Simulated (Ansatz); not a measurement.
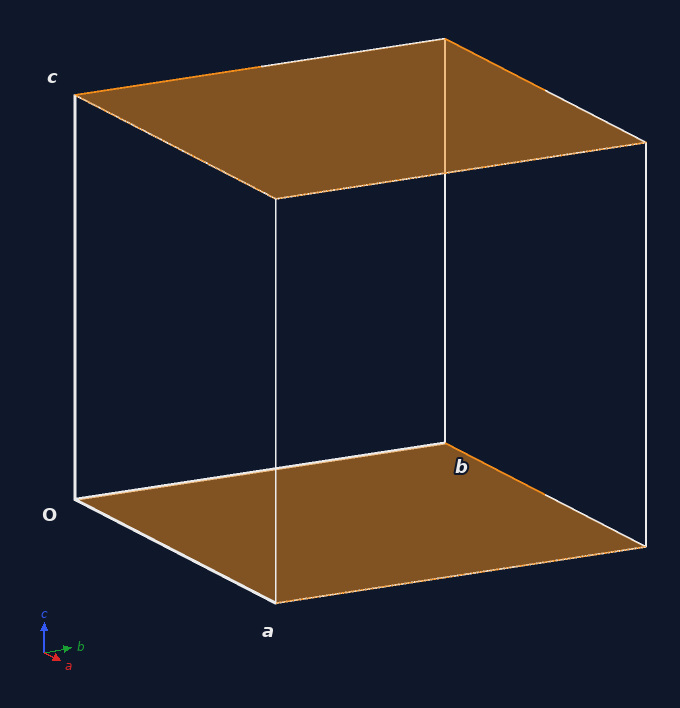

For TaN, a calculation's input that goes back to an entry of the Crystallography Open Database (an earlier step may have relaxed or displaced it): every member of one family of equally spaced planes, hx + ky + lz = a whole number, that cuts the unit cell is shaded (one member passes through the origin O). Geometry calculated from the standardised cell; symmetry tolerance 0.002 Å.

a = 4.358 Å, b = 4.358 Å, c = 4.358 Å, α = 90.00°, β = 90.00°, γ = 90.00°.

Q: Index the planes.

A: (0 0 1); the opposite sign names the same planes. The member next to the origin meets the axes a never, b never, c at 1.

Q: What is the spacing?

A: d = 4.358 Å.

Q: The space group is No. 225, Fm-3m. How many reflections hkl are equivalent to this one (itself included), and does it occur?

A: 6 reflections are equivalent in the Laue class m-3m. The reflection is systematically absent, by the centring.
